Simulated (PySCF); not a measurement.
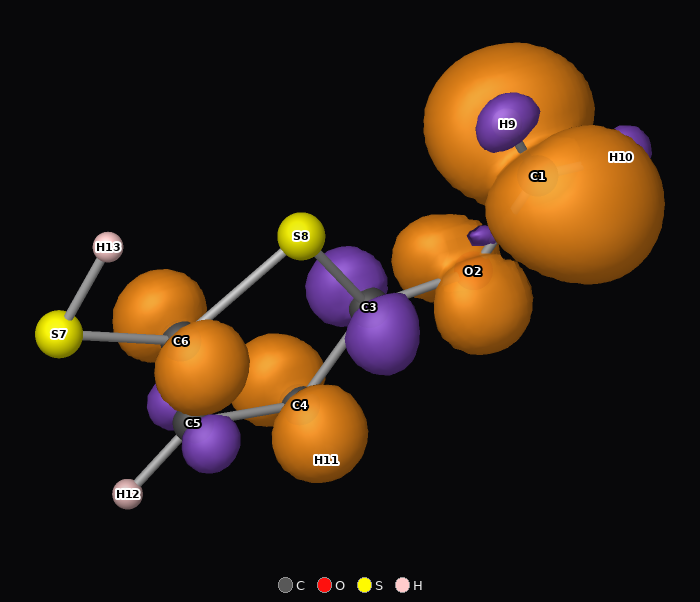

C5H5OS2 (doublet). Isosurfaces of the spin density at +0.02 (orange) and −0.02 e/Å³ (purple), seen at an oblique angle.

Geometry: GFN2-xTB.

All numbers below come from UKS B3LYP, pcH-1 on C H O S, non-relativistic, mean-field spin-orbit, GIAO in PySCF.

```csv
atom,x (Å),y (Å),z (Å)
C,2.7250,0.7515,0.4814
O,2.0324,-0.1273,-0.2404
C,0.7178,-0.2005,-0.2316
C,-0.0379,-1.0901,-0.9683
C,-1.4141,-0.9429,-0.7575
C,-1.7226,0.0469,0.1323
S,-3.3333,0.5307,0.6299
S,-0.3005,0.8483,0.7435
H,2.2321,1.4579,1.1223
H,3.7864,0.6909,0.3717
H,0.4058,-1.8149,-1.6237
H,-2.1644,-1.5447,-1.2364
H,-2.9310,1.3947,1.5591
```

Which atoms carry the spin?

Answer. The unpaired spin (1 electron) lies mostly on C1 (about 0.6) and O2 (about 0.1), in electrons by Hirshfeld's partition.
